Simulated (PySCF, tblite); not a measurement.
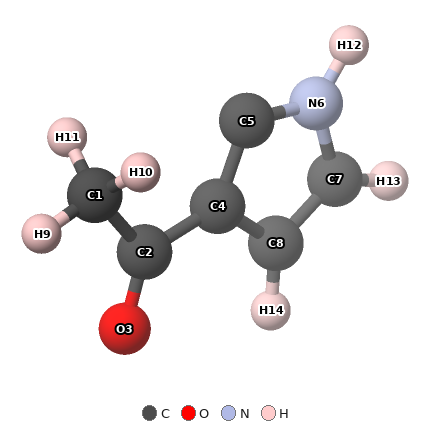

First-order isotropic EPR spectrum (fast tumbling, first derivative) of C₆H₆NO, SMILES CC(=O)c1[c][nH]cc1, doublet at 9.50 GHz, Lorentzian lines of 0.03 mT full width at half height, from computed g and hyperfine couplings (B3LYP/pcH-1, PySCF, at a GFN2-xTB geometry (a minimum by its frequencies), gas phase); values of one conformer, averaged over methyl-type rotors alone; other conformers aren't averaged in; no vibrational averaging; dilute isotopes left out. The SMILES is one Lewis form and needn't show where the spin sits.

> Give g and the hyperfine couplings.

g_iso = 2.0021, which centres the spectrum at 339.0 mT; it spans 3.2 mT.

| nuclei | isotope | a (mT) | a (MHz) |
| --- | --- | --- | --- |
| H12 | ¹H | 0.71 | 19.9 |
| H14 | ¹H | 0.63 | 17.6 |
| N6 | ¹⁴N | 0.62 | 17.4 |
| H13 | ¹H | 0.44 | 12.2 |
| H9, H10, H11 | ¹H | 0.06 | 1.7 |

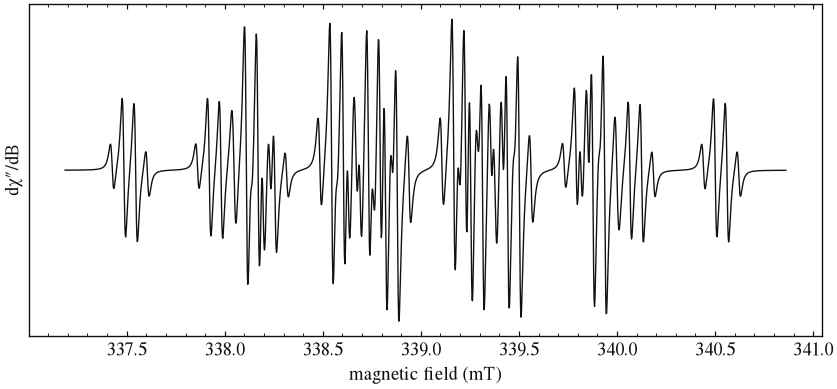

Note: the tight-binding geometry is rougher than a DFT one and adds to the error.
